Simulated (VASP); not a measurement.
# TiB2 under strain, part 3 of 4

Aim: follow the pressure of TiB2 through compression, expansion and shear. All runs use LDA. Left out of this account: 1 further run (fields: a reference on another mesh). The start is a cell from a database of measured crystal structures.

VASP 6.6.1; LDA; plane waves and PAW (Ti_sv, B).

So far, pressure (GPa): step 2 (bands, cell as listed) -10.9; step 3 (cell volume +4.0 %) -19.5; step 4 (cell volume +8.0 %) -26.6; step 5 (bands, sheared, principal strains -3.5, +1.5, +2.0 %) -9.58.

**6. Bands, volume times 0.96**

The cell is compressed evenly, with fractional positions held.

File INCAR:

```
SYSTEM = TiB2
PREC = Accurate
ENCUT = 420
EDIFF = 1E-06
NELM = 100
ISMEAR = -1
SIGMA = 0.05
LREAL = .FALSE.
ALGO = Normal
GGA = CA
NBANDS = 22
LASPH = .TRUE.
LORBIT = 11
LWAVE = .FALSE.
LCHARG = .FALSE.
KPAR = 4
```

File POSCAR:

```
TiB2
1.0
    2.9882598462      0.0000000000      0.0000000000
   -1.4941299231      2.5879089399      0.0000000000
    0.0000000000      0.0000000000      3.1847676243
Ti B
1 2
Direct
    0.0000000000      0.0000000000      0.0000000000
    0.3333333333      0.6666666667      0.5000000000
    0.6666666667      0.3333333333      0.5000000000
```

File KPOINTS:

```
Automatic mesh
0
Gamma
11 11 9
0 0 0
```

File KPOINTS_OPT:

```
Line mode
16
Line-mode
Reciprocal
  0.00000000   0.00000000   0.00000000 GAMMA
  0.50000000   0.00000000   0.00000000 M

  0.50000000   0.00000000   0.00000000 M
  0.33333333   0.33333333   0.00000000 K

  0.33333333   0.33333333   0.00000000 K
  0.00000000   0.00000000   0.00000000 GAMMA

  0.00000000   0.00000000   0.00000000 GAMMA
  0.00000000   0.00000000   0.50000000 A

  0.00000000   0.00000000   0.50000000 A
  0.50000000   0.00000000   0.50000000 L

  0.50000000   0.00000000   0.50000000 L
  0.33333333   0.33333333   0.50000000 H

  0.33333333   0.33333333   0.50000000 H
  0.00000000   0.00000000   0.50000000 A

  0.50000000   0.00000000   0.50000000 L
  0.50000000   0.00000000   0.00000000 M

  0.33333333   0.33333333   0.00000000 K
  0.33333333   0.33333333   0.50000000 H
```

PAW data sets: Ti_sv and B (LDA family, release 64).

Launch:

```
$ mpirun -np 4 vasp_std
```

What it wrote:

```text
[... set-up lines as in an earlier step ...]
 entering main loop
       N       E                     dE             d eps       ncg     rms          rms(c)
DAV:   1     0.114978795608E+03    0.11498E+03   -0.71141E+03  3542   0.808E+02
DAV:   2    -0.257120689274E+02   -0.14069E+03   -0.13290E+03  3796   0.251E+02
DAV:   3    -0.321581586617E+02   -0.64461E+01   -0.63702E+01  4120   0.547E+01
DAV:   4    -0.322768849905E+02   -0.11873E+00   -0.11864E+00  3954   0.711E+00
DAV:   5    -0.322789340232E+02   -0.20490E-02   -0.20490E-02  4070   0.855E-01    0.172E+01
DAV:   6    -0.269553187905E+02    0.53236E+01   -0.13280E+01  4466   0.361E+01    0.374E+00
DAV:   7    -0.269234093475E+02    0.31909E-01   -0.87269E-01  4040   0.859E+00    0.354E+00
DAV:   8    -0.269192575622E+02    0.41518E-02   -0.54849E-02  4830   0.174E+00    0.792E-01
DAV:   9    -0.269173270052E+02    0.19306E-02   -0.32484E-02  3874   0.193E+00    0.367E-01
DAV:  10    -0.269165834757E+02    0.74353E-03   -0.23471E-03  4614   0.490E-01    0.759E-02
DAV:  11    -0.269166281133E+02   -0.44638E-04   -0.41855E-04  3934   0.145E-01    0.372E-02
DAV:  12    -0.269166220838E+02    0.60296E-05   -0.18727E-05  3956   0.403E-02    0.665E-03
DAV:  13    -0.269166199415E+02    0.21423E-05   -0.53323E-06  4122   0.266E-02    0.232E-03
DAV:  14    -0.269166198499E+02    0.91554E-07   -0.20072E-07  2090   0.384E-03
   1 F= -.26916620E+02 E0= -.26915296E+02  d E =-.264681E-02
 Start KPOINTS_OPT (optional k-point list driver)
k-point batch [1-80\144]
       N       E                     dE             ncg
DAV:   1    -0.202873243699E+04   -0.36010E+05     3574
DAV:   2    -0.132316207435E+05   -0.11203E+05     3802
DAV:   3    -0.137822038427E+05   -0.55058E+03     4178
DAV:   4    -0.137922109347E+05   -0.10007E+02     3862
DAV:   5    -0.137923458731E+05   -0.13494E+00     4084
DAV:   6    -0.137923481626E+05   -0.22895E-02     3912
DAV:   7    -0.137923482091E+05   -0.46484E-04     3946
DAV:   8    -0.137923482100E+05   -0.94364E-06     2736
k-point batch [81-144\144]
       N       E                     dE             ncg
DAV:   1     0.701661456862E+04   -0.48148E+05     2848
DAV:   2    -0.180311726936E+04   -0.88197E+04     3052
DAV:   3    -0.221106898452E+04   -0.40795E+03     3528
DAV:   4    -0.221727577788E+04   -0.62068E+01     3126
DAV:   5    -0.221735172665E+04   -0.75949E-01     3496
DAV:   6    -0.221735293883E+04   -0.12122E-02     3234
DAV:   7    -0.221735296174E+04   -0.22909E-04     3488
DAV:   8    -0.221735296215E+04   -0.41361E-06     2294
```

It took 15 s on 4 MPI ranks of Intel Xeon Platinum 8488C (Sapphire Rapids), shared host; peak memory 0.66 GiB.

Parts of OUTCAR (step 6):

```text
   ENCUT  =  420.0 eV  30.87 Ry    5.56 a.u.   4.99  4.99  5.32*2*pi/ulx,y,z

   NELECT =      18.0000    total number of electrons

 E-fermi :  10.3461

 k-point     1 :       0.0000    0.0000    0.0000
  band No.  band energies     occupation
    ...
      5      -3.1250      2.00000
      6       7.7052      2.00000
      7       7.7052      2.00000
      8       8.1121      2.00000
      9       8.1668      2.00000
     10      12.3735      0.00000
     11      12.3735      0.00000
     12      14.2111      0.00000
     13      14.2111      0.00000
     14      16.3679      0.00000
    ...

  Total        0.1421822      0.1421822     -0.4829549      0.0000000      0.0000000      0.0000000
  in kB        9.2493410      9.2493410    -31.4175306      0.0000000      0.0000000      0.0000000
  external PRESSURE =      -4.3062828 kB  Pullay stress =       0.0000000 kB

 POSITION                                       TOTAL-FORCE (eV/Angst)
 -----------------------------------------------------------------------------------
      0.00000      0.00000      0.00000         0.000000     -0.000000      0.000000
     -0.00000      1.72527      1.59238         0.000000     -0.000000      0.000000
      1.49413      0.86264      1.59238        -0.000000      0.000000      0.000000
 -----------------------------------------------------------------------------------
    total drift:                               -0.000000      0.000000      0.000000

  FREE ENERGIE OF THE ION-ELECTRON SYSTEM (eV)
  ---------------------------------------------------
  free  energy   TOTEN  =       -26.9166198499 eV

  energy  without entropy=      -26.9139730381  energy(sigma->0) =      -26.91529644

[... 3 parts as in an earlier step ...]

[... 13 further parts left out ...]
```

Numbers from this step:

```yaml
irreducible_k_points: 80
symmetry_operations: 24
free_energy_toten: -26.92 eV
energy_at_zero_smearing: -26.92 eV
fermi_energy: 10.35 eV
pressure: -0.4306 GPa
```

Electronic bands along the path, in eV, zero at the Fermi level; # counts the bands kept, so #1 is VASP's band 5:

| point | #2 | #3 | #4 | #5 | #6 | #7 | #8 | #9 |
| --- | --- | --- | --- | --- | --- | --- | --- | --- |
| Γ | -2.64 | -2.64 | -2.23 | -2.18 | 2.03 | 2.03 | 3.87 | 3.87 |
| M | -9.05 | -3.30 | -3.25 | -2.33 | 1.44 | 2.93 | 3.44 | 3.54 |
| K | -8.18 | -7.44 | -1.89 | -1.89 | 1.47 | 1.47 | 2.12 | 7.27 |
| Γ | -2.64 | -2.64 | -2.23 | -2.18 | 2.03 | 2.03 | 3.87 | 3.87 |
| A | -7.64 | -0.50 | -0.50 | -0.15 | -0.15 | 0.48 | 0.48 | 1.75 |
| L | -7.47 | -4.73 | -3.89 | -3.01 | 2.65 | 3.12 | 4.83 | 4.86 |
| H | -8.55 | -5.72 | -3.13 | -3.13 | 2.67 | 4.59 | 4.59 | 4.80 |
| A | -7.64 | -0.50 | -0.50 | -0.15 | -0.15 | 0.48 | 0.48 | 1.75 |
| jump to L | -7.47 | -4.73 | -3.89 | -3.01 | 2.65 | 3.12 | 4.83 | 4.86 |
| M | -9.05 | -3.30 | -3.25 | -2.33 | 1.44 | 2.93 | 3.44 | 3.54 |
| jump to K | -8.18 | -7.44 | -1.89 | -1.89 | 1.47 | 1.47 | 2.12 | 7.27 |
| H | -8.55 | -5.72 | -3.13 | -3.13 | 2.67 | 4.59 | 4.59 | 4.80 |

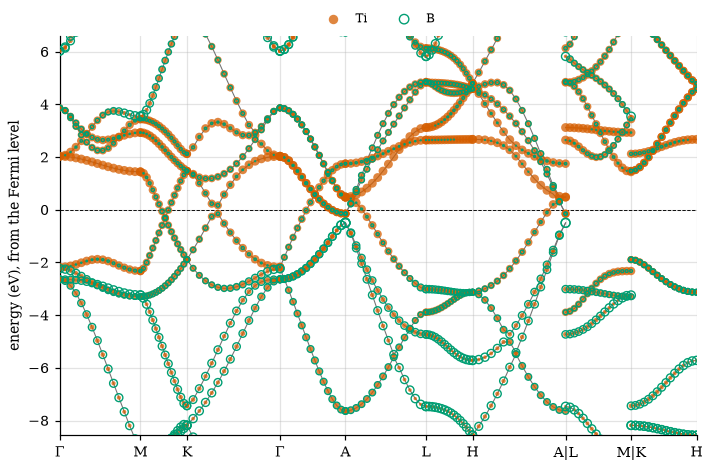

Electronic bands along the path; dots are coloured as in the legend, and their area grows with the weight.

 The pressure is -0.43 GPa.

Between step 2 and this run (cell volume -4.0 %) the value for the pressure moves from -10.9 GPa to -0.431 GPa.

**7. Bands, volume times 0.92**

The cell is scaled evenly once more. A prediction first. A parabola through the 4 pressures of evenly scaled cells so far, P = -10.92 -238.2 t +453 t² GPa with t = ln(V/V₁) and V₁ the volume at scale 1, gives 12.10 GPa at t = -0.0834.

INCAR is that of step 6.

File POSCAR:

```
TiB2
1.0
    2.9461660724      0.0000000000      0.0000000000
   -1.4730830362      2.5514546624      0.0000000000
    0.0000000000      0.0000000000      3.1399057666
Ti B
1 2
Direct
    0.0000000000      0.0000000000      0.0000000000
    0.3333333333      0.6666666667      0.5000000000
    0.6666666667      0.3333333333      0.5000000000
```

KPOINTS is that of step 6.

KPOINTS_OPT is that of step 6.

Launch:

```
$ mpirun -np 4 vasp_std
```

What it wrote:

```text
[... set-up lines as in an earlier step ...]
 entering main loop
       N       E                     dE             d eps       ncg     rms          rms(c)
DAV:   1     0.115162905548E+03    0.11516E+03   -0.70135E+03  3544   0.817E+02
DAV:   2    -0.257996236324E+02   -0.14096E+03   -0.13297E+03  3742   0.255E+02
DAV:   3    -0.322082360581E+02   -0.64086E+01   -0.63364E+01  4192   0.553E+01
DAV:   4    -0.323254580054E+02   -0.11722E+00   -0.11714E+00  3870   0.715E+00
DAV:   5    -0.323273859004E+02   -0.19279E-02   -0.19279E-02  4256   0.846E-01    0.182E+01
DAV:   6    -0.268983835966E+02    0.54290E+01   -0.12861E+01  4468   0.369E+01    0.400E+00
DAV:   7    -0.268794864835E+02    0.18897E-01   -0.81228E-01  4004   0.814E+00    0.381E+00
DAV:   8    -0.268780173155E+02    0.14692E-02   -0.49791E-02  4588   0.171E+00    0.736E-01
DAV:   9    -0.268772949194E+02    0.72240E-03   -0.25864E-02  3900   0.168E+00    0.364E-01
DAV:  10    -0.268768891270E+02    0.40579E-03   -0.15056E-03  4630   0.401E-01    0.940E-02
DAV:  11    -0.268769257156E+02   -0.36589E-04   -0.43861E-04  3916   0.156E-01    0.395E-02
DAV:  12    -0.268769171066E+02    0.86090E-05   -0.18026E-05  3930   0.325E-02    0.654E-03
DAV:  13    -0.268769157315E+02    0.13751E-05   -0.29097E-06  3980   0.184E-02    0.263E-03
DAV:  14    -0.268769158436E+02   -0.11212E-06   -0.19536E-07  2148   0.361E-03
   1 F= -.26876916E+02 E0= -.26875644E+02  d E =-.254300E-02
 Start KPOINTS_OPT (optional k-point list driver)
k-point batch [1-80\144]
       N       E                     dE             ncg
DAV:   1    -0.138518015566E+04   -0.37285E+05     3542
DAV:   2    -0.125466212102E+05   -0.11161E+05     3808
DAV:   3    -0.130904575436E+05   -0.54384E+03     4214
DAV:   4    -0.131002344035E+05   -0.97769E+01     3796
DAV:   5    -0.131003601418E+05   -0.12574E+00     4162
DAV:   6    -0.131003622338E+05   -0.20920E-02     3874
DAV:   7    -0.131003622758E+05   -0.41966E-04     3984
DAV:   8    -0.131003622767E+05   -0.85780E-06     2680
k-point batch [81-144\144]
       N       E                     dE             ncg
DAV:   1     0.759387628130E+04   -0.47546E+05     2856
DAV:   2    -0.126161385328E+04   -0.88555E+04     3014
DAV:   3    -0.165028236722E+04   -0.38867E+03     3500
DAV:   4    -0.165582386277E+04   -0.55415E+01     3064
DAV:   5    -0.165589093986E+04   -0.67077E-01     3496
DAV:   6    -0.165589203517E+04   -0.10953E-02     3154
DAV:   7    -0.165589205616E+04   -0.20992E-04     3522
DAV:   8    -0.165589205656E+04   -0.39977E-06     2392
```

Run time: 16 s. Hardware: 4 MPI ranks; peak memory 0.66 GiB; 60 s of CPU time.

From OUTCAR (step 7):

```text
   ENCUT  =  420.0 eV  30.87 Ry    5.56 a.u.   4.92  4.92  5.25*2*pi/ulx,y,z

   NELECT =      18.0000    total number of electrons

 E-fermi :  10.8374

 k-point     1 :       0.0000    0.0000    0.0000
  band No.  band energies     occupation
    ...
      5      -2.8570      2.00000
      6       8.1016      2.00000
      7       8.1016      2.00000
      8       8.5491      2.00000
      9       8.5976      2.00000
     10      12.9957      0.00000
     11      12.9957      0.00000
     12      14.9135      0.00000
     13      14.9135      0.00000
     14      17.0585      0.00000
    ...

  Total        2.1689117      2.1689117      1.1578786      0.0000000     -0.0000000     -0.0000000
  in kB      147.2281177    147.2281177     78.5980776      0.0000000     -0.0000000     -0.0000000
  external PRESSURE =     124.3514376 kB  Pullay stress =       0.0000000 kB

 POSITION                                       TOTAL-FORCE (eV/Angst)
 -----------------------------------------------------------------------------------
      0.00000      0.00000      0.00000         0.000000      0.000000      0.000000
     -0.00000      1.70097      1.56995         0.000000     -0.000000      0.000000
      1.47308      0.85048      1.56995        -0.000000      0.000000      0.000000
 -----------------------------------------------------------------------------------
    total drift:                               -0.000000      0.000000      0.000000

  FREE ENERGIE OF THE ION-ELECTRON SYSTEM (eV)
  ---------------------------------------------------
  free  energy   TOTEN  =       -26.8769158436 eV

  energy  without entropy=      -26.8743728486  energy(sigma->0) =      -26.87564435

[... 3 parts as in an earlier step ...]

[... 13 further parts left out ...]
```

This step gave:

```
free energy (TOTEN)     : -26.88 eV
energy at zero smearing : -26.88 eV
Fermi energy            : 10.84 eV
pressure                : 12.44 GPa
```

The electronic bands at the labelled points (eV, zero at the Fermi level; # counts the bands kept, so #1 is VASP's band 5):

| point | #2 | #3 | #4 | #5 | #6 | #7 | #8 | #9 |
| --- | --- | --- | --- | --- | --- | --- | --- | --- |
| Γ | -2.74 | -2.74 | -2.29 | -2.24 | 2.16 | 2.16 | 4.08 | 4.08 |
| M | -9.11 | -3.43 | -3.31 | -2.44 | 1.53 | 3.11 | 3.66 | 3.67 |
| K | -8.26 | -7.65 | -1.98 | -1.98 | 1.55 | 1.55 | 2.24 | 7.62 |
| Γ | -2.74 | -2.74 | -2.29 | -2.24 | 2.16 | 2.16 | 4.08 | 4.08 |
| A | -7.81 | -0.50 | -0.50 | -0.16 | -0.16 | 0.51 | 0.51 | 1.86 |
| L | -7.55 | -4.90 | -4.04 | -3.00 | 2.82 | 3.32 | 5.14 | 5.16 |
| H | -8.73 | -5.82 | -3.20 | -3.20 | 2.84 | 4.90 | 4.90 | 5.08 |
| A | -7.81 | -0.50 | -0.50 | -0.16 | -0.16 | 0.51 | 0.51 | 1.86 |
| jump to L | -7.55 | -4.90 | -4.04 | -3.00 | 2.82 | 3.32 | 5.14 | 5.16 |
| M | -9.11 | -3.43 | -3.31 | -2.44 | 1.53 | 3.11 | 3.66 | 3.67 |
| jump to K | -8.26 | -7.65 | -1.98 | -1.98 | 1.55 | 1.55 | 2.24 | 7.62 |
| H | -8.73 | -5.82 | -3.20 | -3.20 | 2.84 | 4.90 | 4.90 | 5.08 |

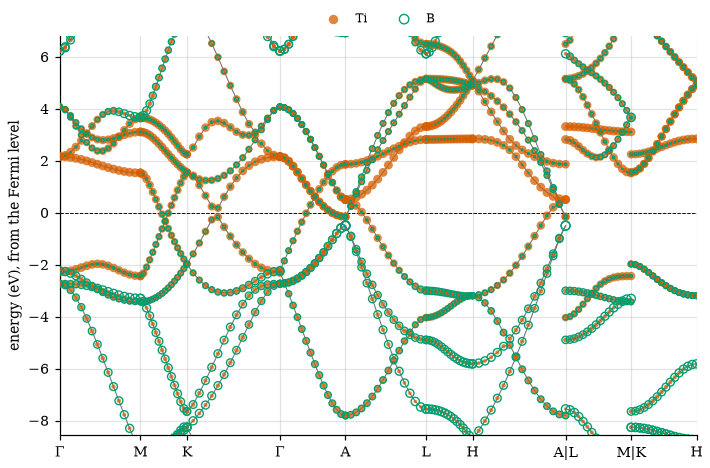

Electronic bands along the path; dots are coloured as in the legend, and their area grows with the weight.

 The pressure is 12.44 GPa. The parabola predicted 12.10 GPa, -0.34 GPa off.

[end of part 3 of 4]

[Lines on the potential files, build, host, timing and source positions are cut from VASP's logs without a mark.]

[Logs are printed without paths, hosts, clocks, repeated set-up lines and the standing remarks that a program may print on its own settings, such as how far it seeks lower states.]

[Hosts, paths, dates, database ids (printed as entryN), source tags and the programs' standing remarks are cut or masked in the printed files.]

[A measured line is paired with the nearest computed mode of its activity, which favours agreement.]
